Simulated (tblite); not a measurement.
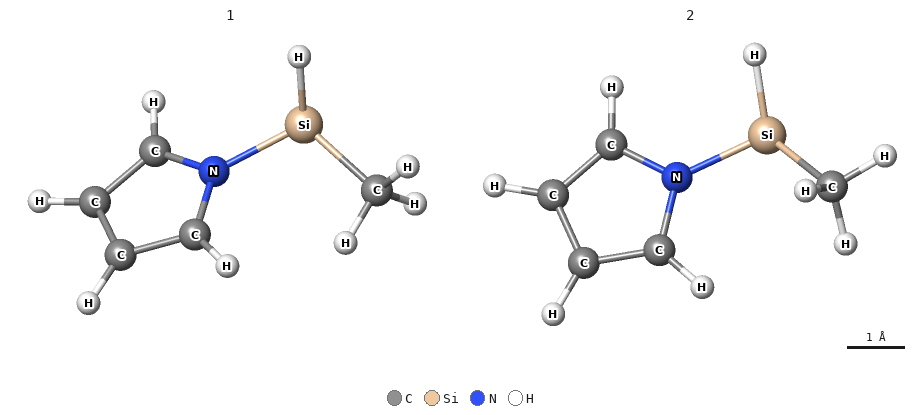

Two geometries of C$_{5}$H$_{8}$NSi (multiplicity 2), drawn at one scale. One is the start of a relaxation, the other its converged end. The picture is a ball-and-stick view, seen at a tilt.

All numbers below come from GFN2-xTB geometry optimisation, gas phase in tblite 0.8.0. 

Question: Which one is relaxed?

Answer: Structure 2 is the relaxed one. An H atom moves most after the best rigid fit: 1.32 Å. Largest moves by element: H 1.32 Å, C 0.49 Å, Si 0.33 Å, N 0.16 Å. Among the contacts that change: C–C 1.405 → 1.362 Å, C–Si 1.857 → 1.895 Å, N–Si 1.787 → 1.750 Å, C–H 1.116 → 1.086 Å. Bond angles that change, for instance: N–C–H 129.1° → 120.6°, C–C–H 123.0° → 129.9°, Si–C–H 105.5° → 112.3°. Groups turn about C–Si by about 45°, N–Si by about 45°. Over 138 geometry steps the energy falls by 40.5 kJ/mol.
